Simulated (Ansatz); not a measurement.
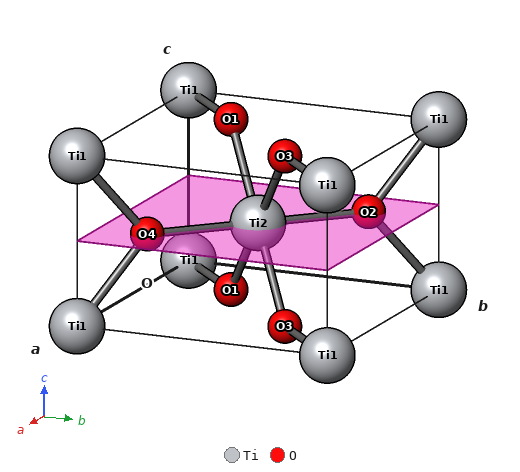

Crystal: TiO₂, a calculation's input that goes back to an entry of the Crystallography Open Database (an earlier step may have relaxed or displaced it). The shaded plane is a symmetry element of the crystal. Symmetry computed with spglib at a tolerance of 0.002 Å; standard conventional cell.

a = 4.594 Å, b = 4.594 Å, c = 2.959 Å, α = 90.00°, β = 90.00°, γ = 90.00°.

```tsv
atom	x	y	z
Ti1	0.0000	0.0000	0.0000
Ti2	0.5000	0.5000	0.5000
O1	0.3060	0.3060	0.0000
O2	0.1940	0.8060	0.5000
O3	0.6940	0.6940	0.0000
O4	0.8060	0.1940	0.5000
```

Is it a mirror or a glide plane, and what is the operation?

Answer. It is a mirror plane, parallel to (0 0 1), through (1/2, 1/2, 1/2): x, y, z → x, y, −z+1.

Onto which atom does it carry each atom (up to whole multiples of a, b and c)?

Answer. Ti1 → Ti1, Ti2 → Ti2, O1 → O1, O2 → O2, O3 → O3, O4 → O4.
